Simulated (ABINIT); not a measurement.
# InGeH3 (Pm-3m): zone-centre phonons, part 3 of 3

Which modes does InGeH3 (Pm-3m) have at the zone centre?

ABINIT 10.8.3; DFT PBE, scalar-relativistic, plane waves, PseudoDojo norm-conserving pseudopotentials.

So far. Step 5 (Relaxation): The volume changes by -0.4 % in this run and stands -27.0 % from the first cell. Step 7 (Zone-centre response): The acoustic modes at Γ come out as far as 1.6 cm⁻¹ from zero, where they should vanish, a small numerical error. The lowest optical mode is imaginary, 986i cm⁻¹, an instability at this level and on this k mesh. The relaxed cell has a = 3.971 Å (conventional setting).

The structure was built from a prototype and need not be the compound's stable phase.

## (8) Zone-centre analysis

anaddb reads the merged derivatives and imposes the acoustic sum rule.

File anaddb.abi:

```
ddb_filepath "gamma_DDB"
output_file "anaddb.abo"
outdata_prefix "anaddb"
asr 1
chneut 1
enunit 2
eivec 1
nph1l 1
qph1l 0.0 0.0 0.0 1.0
```

File mrgddb.in:

```
gamma_DDB
merged
2
dfpt_gammao_DDB
gso_DDB
```

Started as:

```sh
> mrgddb < mrgddb.in > mrgddb.log
> OMP_NUM_THREADS=1 anaddb anaddb.abi > anaddb.log
```

anaddb.abo, the main output file:

```text
-outvars_anaddb: echo values of input variables ----------------------

 Miscellaneous information :
      enunit         2
       eivec         1
         asr         1
 First list of wavevector (reduced coord.) :
       nph1l         1
       qph1l
                     0.00000000E+00  0.00000000E+00  0.00000000E+00    1.000E+00

================================================================================

 read the DDB information and perform some checks

  ==== Info on the Cryst% object ====
 Real(R)+Recip(G) space primitive vectors, cartesian coordinates (Bohr,Bohr^-1):
 R(1)=  7.5039125  0.0000000  0.0000000  G(1)=  0.1332638  0.0000000  0.0000000
 R(2)=  0.0000000  7.5039125  0.0000000  G(2)=  0.0000000  0.1332638  0.0000000
 R(3)=  0.0000000  0.0000000  7.5039125  G(3)=  0.0000000  0.0000000  0.1332638
 Unit cell volume ucvol=  4.2253558E+02 bohr^3
 Angles (23,13,12)=  9.00000000E+01  9.00000000E+01  9.00000000E+01 degrees
 Time-reversal symmetry is present
 Reduced atomic positions [iatom, xred, symbol]:
    1)    0.0000000  0.0000000  0.0000000  In
    2)    0.5000000  0.5000000  0.5000000  Ge
    3)    0.5000000  0.5000000  0.0000000   H
    4)    0.5000000  0.0000000  0.5000000   H
    5)    0.0000000  0.5000000  0.5000000   H

 DDB file with 3 blocks has been read.

================================================================================

 Treat the first list of vectors

  Phonon wavevector (reduced coordinates) :  0.00000  0.00000  0.00000
 Phonon energies in Hartree :
  -4.493619E-03 -4.493619E-03 -4.493619E-03  0.000000E+00  0.000000E+00
   0.000000E+00  3.510904E-04  3.510904E-04  3.510904E-04  2.099547E-03
   2.099547E-03  2.099547E-03  2.364865E-03  2.364865E-03  2.364865E-03
 Phonon energies in meV     :
- -1.222776E+02 -1.222776E+02 -1.222776E+02  0.000000E+00  0.000000E+00
-  0.000000E+00  9.553655E+00  9.553655E+00  9.553655E+00  5.713158E+01
-  5.713158E+01  5.713158E+01  6.435127E+01  6.435127E+01  6.435127E+01
 Phonon frequencies in cm-1    :
- -9.862354E+02 -9.862354E+02 -9.862354E+02  0.000000E+00  0.000000E+00
-  0.000000E+00  7.705543E+01  7.705543E+01  7.705543E+01  4.607973E+02
-  4.607973E+02  4.607973E+02  5.190280E+02  5.190280E+02  5.190280E+02
 Phonon frequencies in Thz     :
- -2.956659E+01 -2.956659E+01 -2.956659E+01  0.000000E+00  0.000000E+00
-  0.000000E+00  2.310064E+00  2.310064E+00  2.310064E+00  1.381436E+01
-  1.381436E+01  1.381436E+01  1.556007E+01  1.556007E+01  1.556007E+01
 Phonon energies in Kelvin  :
- -1.418973E+03 -1.418973E+03 -1.418973E+03  0.000000E+00  0.000000E+00
-  0.000000E+00  1.108656E+02  1.108656E+02  1.108656E+02  6.629845E+02
-  6.629845E+02  6.629845E+02  7.467654E+02  7.467654E+02  7.467654E+02

 Eigendisplacements
 (will be given, for each mode : in cartesian coordinates
   for each atom the real part of the displacement vector,
   then the imaginary part of the displacement vector - absolute values smaller than 1.0d-7 are set to zero)
  Mode number    1   Energy   -4.493619E-03
 Attention : low frequency mode.
   (Could be unstable or acoustic mode)
-  1  1.11280557E-05  0.00000000E+00  0.00000000E+00
-     0.00000000E+00  0.00000000E+00  0.00000000E+00
-  2 -3.23103558E-04  0.00000000E+00 -1.02990918E-07
-     0.00000000E+00  0.00000000E+00  0.00000000E+00
-  3 -5.72529175E-04  0.00000000E+00  7.38018492E-06
-     0.00000000E+00  0.00000000E+00  0.00000000E+00
-  4 -5.72529175E-04 -4.58175238E-07 -1.82496614E-07
-     0.00000000E+00  0.00000000E+00  0.00000000E+00
-  5  2.31531484E-02  0.00000000E+00 -1.82496614E-07
-     0.00000000E+00  0.00000000E+00  0.00000000E+00
  Mode number    2   Energy   -4.493619E-03
 Attention : low frequency mode.
   (Could be unstable or acoustic mode)
-  1  0.00000000E+00  1.11280563E-05  0.00000000E+00
-     0.00000000E+00  0.00000000E+00  0.00000000E+00
-  2  0.00000000E+00 -3.23103574E-04  0.00000000E+00
-     0.00000000E+00  0.00000000E+00  0.00000000E+00
-  3  0.00000000E+00 -5.72529204E-04  0.00000000E+00
-     0.00000000E+00  0.00000000E+00  0.00000000E+00
-  4  0.00000000E+00  2.31531496E-02  0.00000000E+00
-     0.00000000E+00  0.00000000E+00  0.00000000E+00
-  5  4.58148478E-07 -5.72529204E-04  0.00000000E+00
-     0.00000000E+00  0.00000000E+00  0.00000000E+00
  Mode number    3   Energy   -4.493619E-03
 Attention : low frequency mode.
   (Could be unstable or acoustic mode)
-  1  0.00000000E+00  0.00000000E+00 -1.11280557E-05
-     0.00000000E+00  0.00000000E+00  0.00000000E+00
-  2 -1.02990941E-07  0.00000000E+00  3.23103558E-04
-     0.00000000E+00  0.00000000E+00  0.00000000E+00
-  3 -1.82496655E-07  0.00000000E+00 -2.31531484E-02
-     0.00000000E+00  0.00000000E+00  0.00000000E+00
-  4 -1.82496655E-07  0.00000000E+00  5.72529175E-04
-     0.00000000E+00  0.00000000E+00  0.00000000E+00
-  5  7.38018659E-06  0.00000000E+00  5.72529175E-04
-     0.00000000E+00  0.00000000E+00  0.00000000E+00
  Mode number    4   Energy    0.000000E+00
 Attention : low frequency mode.
   (Could be unstable or acoustic mode)
-  1  0.00000000E+00  0.00000000E+00  1.69716125E-03
-     0.00000000E+00  0.00000000E+00  0.00000000E+00
-  2  0.00000000E+00  0.00000000E+00  1.69718078E-03
-     0.00000000E+00  0.00000000E+00  0.00000000E+00
-  3  0.00000000E+00  0.00000000E+00  1.69718147E-03
-     0.00000000E+00  0.00000000E+00  0.00000000E+00
-  4  0.00000000E+00  0.00000000E+00  1.69718533E-03
-     0.00000000E+00  0.00000000E+00  0.00000000E+00
-  5  0.00000000E+00  0.00000000E+00  1.69718533E-03
-     0.00000000E+00  0.00000000E+00  0.00000000E+00
  Mode number    5   Energy    0.000000E+00
 Attention : low frequency mode.
   (Could be unstable or acoustic mode)
-  1  0.00000000E+00 -1.69716124E-03  0.00000000E+00
-     0.00000000E+00  0.00000000E+00  0.00000000E+00
-  2  0.00000000E+00 -1.69718078E-03  0.00000000E+00
-     0.00000000E+00  0.00000000E+00  0.00000000E+00
-  3  0.00000000E+00 -1.69718532E-03  0.00000000E+00
-     0.00000000E+00  0.00000000E+00  0.00000000E+00
-  4  0.00000000E+00 -1.69718147E-03  0.00000000E+00
-     0.00000000E+00  0.00000000E+00  0.00000000E+00
-  5  0.00000000E+00 -1.69718532E-03  0.00000000E+00
-     0.00000000E+00  0.00000000E+00  0.00000000E+00
  Mode number    6   Energy    0.000000E+00
 Attention : low frequency mode.
   (Could be unstable or acoustic mode)
-  1  1.69716124E-03  0.00000000E+00  0.00000000E+00
-     0.00000000E+00  0.00000000E+00  0.00000000E+00
-  2  1.69718078E-03  0.00000000E+00  0.00000000E+00
-     0.00000000E+00  0.00000000E+00  0.00000000E+00
-  3  1.69718532E-03  0.00000000E+00  0.00000000E+00
-     0.00000000E+00  0.00000000E+00  0.00000000E+00
-  4  1.69718532E-03  0.00000000E+00  0.00000000E+00
-     0.00000000E+00  0.00000000E+00  0.00000000E+00
-  5  1.69718147E-03  0.00000000E+00  0.00000000E+00
-     0.00000000E+00  0.00000000E+00  0.00000000E+00
  Mode number    7   Energy    3.510904E-04
-  1  0.00000000E+00  0.00000000E+00  1.37692068E-03
-     0.00000000E+00  0.00000000E+00  0.00000000E+00
-  2  0.00000000E+00  0.00000000E+00 -2.07564834E-03
-     0.00000000E+00  0.00000000E+00  0.00000000E+00
-  3  0.00000000E+00  0.00000000E+00 -2.28662015E-03
-     0.00000000E+00  0.00000000E+00  0.00000000E+00
-  4  0.00000000E+00  0.00000000E+00 -2.51929514E-03
-     0.00000000E+00  0.00000000E+00  0.00000000E+00
-  5  0.00000000E+00  0.00000000E+00 -2.51929514E-03
-     0.00000000E+00  0.00000000E+00  0.00000000E+00
  Mode number    8   Energy    3.510904E-04
-  1  0.00000000E+00 -1.37692068E-03  0.00000000E+00
-     0.00000000E+00  0.00000000E+00  0.00000000E+00
-  2  0.00000000E+00  2.07564834E-03  0.00000000E+00
-     0.00000000E+00  0.00000000E+00  0.00000000E+00
-  3  0.00000000E+00  2.51929514E-03  0.00000000E+00
-     0.00000000E+00  0.00000000E+00  0.00000000E+00
-  4  0.00000000E+00  2.28662015E-03  0.00000000E+00
-     0.00000000E+00  0.00000000E+00  0.00000000E+00
-  5  0.00000000E+00  2.51929514E-03  0.00000000E+00
-     0.00000000E+00  0.00000000E+00  0.00000000E+00
  Mode number    9   Energy    3.510904E-04
-  1  1.37692068E-03  0.00000000E+00  0.00000000E+00
-     0.00000000E+00  0.00000000E+00  0.00000000E+00
-  2 -2.07564834E-03  0.00000000E+00  0.00000000E+00
-     0.00000000E+00  0.00000000E+00  0.00000000E+00
-  3 -2.51929514E-03  0.00000000E+00  0.00000000E+00
-     0.00000000E+00  0.00000000E+00  0.00000000E+00
-  4 -2.51929514E-03  0.00000000E+00  0.00000000E+00
-     0.00000000E+00  0.00000000E+00  0.00000000E+00
-  5 -2.28662015E-03  0.00000000E+00  0.00000000E+00
-     0.00000000E+00  0.00000000E+00  0.00000000E+00
  Mode number   10   Energy    2.099547E-03
-  1  0.00000000E+00  0.00000000E+00  3.67093548E-05
-     0.00000000E+00  0.00000000E+00  0.00000000E+00
-  2  0.00000000E+00  0.00000000E+00 -5.11880731E-04
-     0.00000000E+00  0.00000000E+00  0.00000000E+00
-  3  0.00000000E+00  5.53802908E-07  2.84788431E-04
-     0.00000000E+00  0.00000000E+00  0.00000000E+00
-  4  0.00000000E+00  0.00000000E+00  1.62041406E-02
-     0.00000000E+00  0.00000000E+00  0.00000000E+00
-  5  0.00000000E+00  5.53802908E-07  1.62041406E-02
-     0.00000000E+00  0.00000000E+00  0.00000000E+00
  Mode number   11   Energy    2.099547E-03
-  1  0.00000000E+00  3.67093548E-05  0.00000000E+00
-     0.00000000E+00  0.00000000E+00  0.00000000E+00
-  2  0.00000000E+00 -5.11880731E-04  0.00000000E+00
-     0.00000000E+00  0.00000000E+00  0.00000000E+00
-  3  0.00000000E+00  1.62041406E-02  0.00000000E+00
-     0.00000000E+00  0.00000000E+00  0.00000000E+00
-  4  0.00000000E+00  2.84788431E-04 -5.53802922E-07
-     0.00000000E+00  0.00000000E+00  0.00000000E+00
-  5  0.00000000E+00  1.62041406E-02 -5.53802922E-07
-     0.00000000E+00  0.00000000E+00  0.00000000E+00
  Mode number   12   Energy    2.099547E-03
-  1  3.67093548E-05  0.00000000E+00  0.00000000E+00
-     0.00000000E+00  0.00000000E+00  0.00000000E+00
-  2 -5.11880731E-04  0.00000000E+00  0.00000000E+00
-     0.00000000E+00  0.00000000E+00  0.00000000E+00
-  3  1.62041406E-02  0.00000000E+00  0.00000000E+00
-     0.00000000E+00  0.00000000E+00  0.00000000E+00
-  4  1.62041406E-02  0.00000000E+00  0.00000000E+00
-     0.00000000E+00  0.00000000E+00  0.00000000E+00
-  5  2.84788431E-04  0.00000000E+00  0.00000000E+00
-     0.00000000E+00  0.00000000E+00  0.00000000E+00
  Mode number   13   Energy    2.364865E-03
-  1  0.00000000E+00  0.00000000E+00  0.00000000E+00
-     0.00000000E+00  0.00000000E+00  0.00000000E+00
-  2  0.00000000E+00  0.00000000E+00  0.00000000E+00
-     0.00000000E+00  0.00000000E+00  0.00000000E+00
-  3  0.00000000E+00  1.02293485E-06  0.00000000E+00
-     0.00000000E+00  0.00000000E+00  0.00000000E+00
-  4  0.00000000E+00  0.00000000E+00 -1.64963404E-02
-     0.00000000E+00  0.00000000E+00  0.00000000E+00
-  5  0.00000000E+00 -1.02293485E-06  1.64963404E-02
-     0.00000000E+00  0.00000000E+00  0.00000000E+00
  Mode number   14   Energy    2.364865E-03
-  1  0.00000000E+00  0.00000000E+00  0.00000000E+00
-     0.00000000E+00  0.00000000E+00  0.00000000E+00
-  2  0.00000000E+00  0.00000000E+00  0.00000000E+00
-     0.00000000E+00  0.00000000E+00  0.00000000E+00
-  3  1.05256490E-06 -1.64963404E-02  0.00000000E+00
-     0.00000000E+00  0.00000000E+00  0.00000000E+00
-  4 -1.05256490E-06  0.00000000E+00 -1.02293485E-06
-     0.00000000E+00  0.00000000E+00  0.00000000E+00
-  5  0.00000000E+00  1.64963404E-02  1.02293485E-06
-     0.00000000E+00  0.00000000E+00  0.00000000E+00
  Mode number   15   Energy    2.364865E-03
-  1  0.00000000E+00  0.00000000E+00  0.00000000E+00
-     0.00000000E+00  0.00000000E+00  0.00000000E+00
-  2  0.00000000E+00  0.00000000E+00  0.00000000E+00
-     0.00000000E+00  0.00000000E+00  0.00000000E+00
-  3  1.64963404E-02  1.05256490E-06  0.00000000E+00
-     0.00000000E+00  0.00000000E+00  0.00000000E+00
-  4 -1.64963404E-02  0.00000000E+00  0.00000000E+00
-     0.00000000E+00  0.00000000E+00  0.00000000E+00
-  5  0.00000000E+00 -1.05256490E-06  0.00000000E+00
-     0.00000000E+00  0.00000000E+00  0.00000000E+00

 Analysis of degeneracies and characters (maximum tolerance=1.00E-06 a.u.)
 For each vibration mode, or group of modes if degenerate,
 the characters are given for each symmetry operation (see the list in the log file).
 Symmetry characters of vibration mode #   1
       degenerate with vibration modes #   2 to    3
  3.0 -3.0 -1.0  1.0 -1.0  1.0 -1.0  1.0  1.0 -1.0 -1.0  1.0  1.0 -1.0 -1.0  1.0
  0.0 -0.0 -0.0  0.0 -0.0  0.0  0.0 -0.0  1.0 -1.0 -1.0  1.0 -1.0  1.0  1.0 -1.0
  0.0 -0.0 -0.0  0.0  0.0 -0.0 -0.0  0.0  1.0 -1.0  1.0 -1.0 -1.0  1.0 -1.0  1.0
 Symmetry characters of vibration mode #   4
       degenerate with vibration modes #   5 to    6
  3.0 -3.0 -1.0  1.0 -1.0  1.0 -1.0  1.0  1.0 -1.0 -1.0  1.0  1.0 -1.0 -1.0  1.0
 -0.0  0.0 -0.0  0.0  0.0 -0.0  0.0 -0.0  1.0 -1.0 -1.0  1.0 -1.0  1.0  1.0 -1.0
 -0.0  0.0  0.0 -0.0  0.0 -0.0 -0.0  0.0  1.0 -1.0  1.0 -1.0 -1.0  1.0 -1.0  1.0
 Symmetry characters of vibration mode #   7
       degenerate with vibration modes #   8 to    9
  3.0 -3.0 -1.0  1.0 -1.0  1.0 -1.0  1.0  1.0 -1.0 -1.0  1.0  1.0 -1.0 -1.0  1.0
 -0.0  0.0 -0.0  0.0  0.0 -0.0  0.0 -0.0  1.0 -1.0 -1.0  1.0 -1.0  1.0  1.0 -1.0
 -0.0  0.0  0.0 -0.0  0.0 -0.0 -0.0  0.0  1.0 -1.0  1.0 -1.0 -1.0  1.0 -1.0  1.0
 Symmetry characters of vibration mode #  10
       degenerate with vibration modes #  11 to   12
  3.0 -3.0 -1.0  1.0 -1.0  1.0 -1.0  1.0  1.0 -1.0 -1.0  1.0  1.0 -1.0 -1.0  1.0
  0.0 -0.0 -0.0  0.0  0.0 -0.0 -0.0  0.0  1.0 -1.0 -1.0  1.0 -1.0  1.0  1.0 -1.0
  0.0 -0.0  0.0 -0.0 -0.0  0.0 -0.0  0.0  1.0 -1.0  1.0 -1.0 -1.0  1.0 -1.0  1.0
 Symmetry characters of vibration mode #  13
       degenerate with vibration modes #  14 to   15
  3.0 -3.0 -1.0  1.0 -1.0  1.0 -1.0  1.0 -1.0  1.0  1.0 -1.0 -1.0  1.0  1.0 -1.0
 -0.0  0.0 -0.0  0.0  0.0 -0.0  0.0 -0.0 -1.0  1.0  1.0 -1.0  1.0 -1.0 -1.0  1.0
 -0.0  0.0  0.0 -0.0  0.0 -0.0 -0.0  0.0 -1.0  1.0 -1.0  1.0  1.0 -1.0  1.0 -1.0
-
```

It took 0.5 s on 1 thread of Arm Neoverse V2, shared host.

Numbers from this step:

* lowest optical zone-centre mode: -986.2 cm⁻¹

No LO-TO term; unit eigenvectors of the mass-weighted matrix, from anaddb's displacements. The modes at Γ (shares of kinetic energy by element, %) (negative means imaginary):

```tsv
mode	frequency (cm⁻¹)	symmetry	In %	Ge %	H %
1	-986.2	T1u	0	1	99
2	-986.2	T1u	0	1	99
3	-986.2	T1u	0	1	99
4	0.0	acoustic	60	38	2
5	0.0	acoustic	60	38	2
6	0.0	acoustic	60	38	2
7	77.1	T1u	40	57	3
8	77.1	T1u	40	57	3
9	77.1	T1u	40	57	3
10	460.8	T1u	0	3	97
11	460.8	T1u	0	3	97
12	460.8	T1u	0	3	97
13	519.0	T2u	0	0	100
14	519.0	T2u	0	0	100
15	519.0	T2u	0	0	100
```

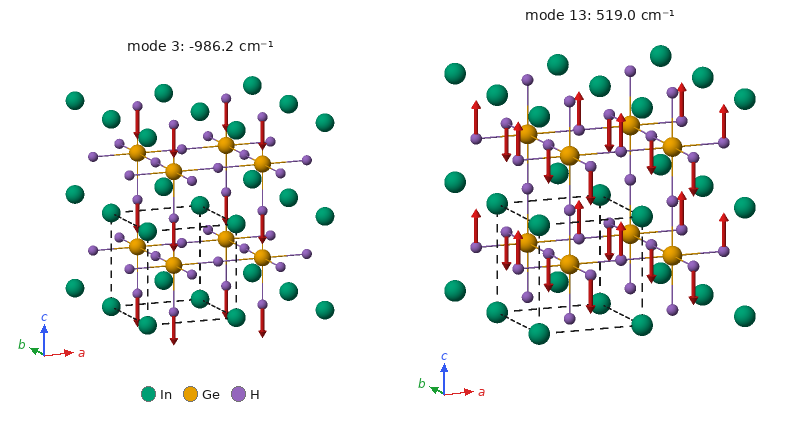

Displacement patterns of modes 3 and 13 at Γ; arrows are exaggerated. 2×2×2 cells are drawn. Some periodic images of atoms are drawn too.

The rule moves no optical mode by more than 0.1 cm⁻¹.

## (9) What came out

```json
{"space group after relaxation": "Pm-3m", "volume per atom": "12.5 Å³", "highest optical zone-centre mode (no LO-TO term)": "519.0 cm⁻¹", "lowest optical zone-centre mode": "-986.2 cm⁻¹", "imaginary optical modes at the zone centre (no q mesh in this session)": "yes"}
```

What this shows: At the PBE level the optical modes of InGeH3 (Pm-3m) at the zone centre run from 986i to 519 cm⁻¹, so the structure is a saddle point, with 3 modes beyond 10i cm⁻¹ there. These are harmonic frequencies: anharmonic shifts and widths and the lattice's thermal expansion are left out. The Fermi-Dirac smearing of 0.01 Ha is an electronic temperature of 3158 K, which adds a pressure of its own and can shift the volume and soft modes. In a metal the frequencies hang on the k mesh and the smearing, most of all near Kohn anomalies. The structure is a hypothetical one, built on a prototype.

[Host names and launcher messages were left out of these logs when they were recorded.]

[Logs are printed without paths, hosts, clocks, repeated set-up lines and the standing remarks that a program may print on its own settings, such as how far it seeks lower states.]

[Hosts, paths, dates, database ids (printed as entryN), source tags and the programs' standing remarks are cut or masked in the printed files.]
